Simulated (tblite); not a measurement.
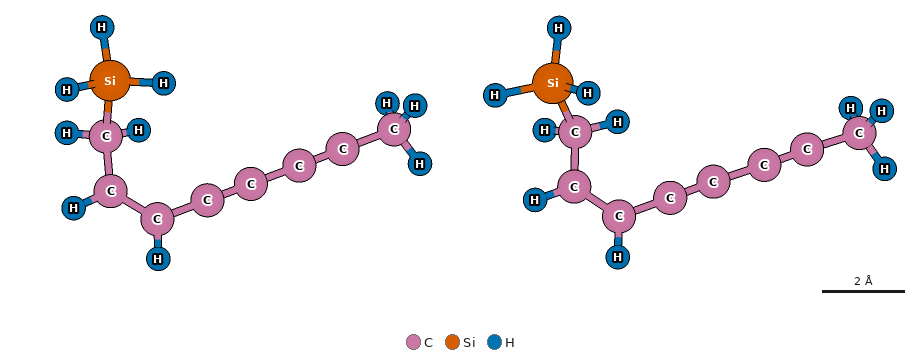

Two geometries of C8H10Si, drawn at one scale. One is the start of a relaxation, the other its converged end. A ball-and-stick model, seen at a tilt.

Level of theory: GFN2-xTB geometry optimisation, gas phase (tblite). 

Which of the two is the end point?

Answer. The left one is the relaxed one. Over 161 geometry steps the energy falls by 8.50 kcal/mol. The atom that moves furthest after the best rigid fit is an H atom (1.09 Å). Largest moves by element: H 1.09 Å, Si 0.44 Å, C 0.28 Å. Near-neighbour distances that change, for instance: C–C 1.431 → 1.354 Å, C–C 1.437 → 1.401 Å, C–C 1.474 → 1.442 Å, C–Si 1.883 → 1.914 Å. Among the angles between lasting bonds that change: C–C–Si 104.2° → 110.4°, H–C–H 113.5° → 108.2°, H–C–H 113.1° → 108.8°. Groups turn about C–C by about 25°.
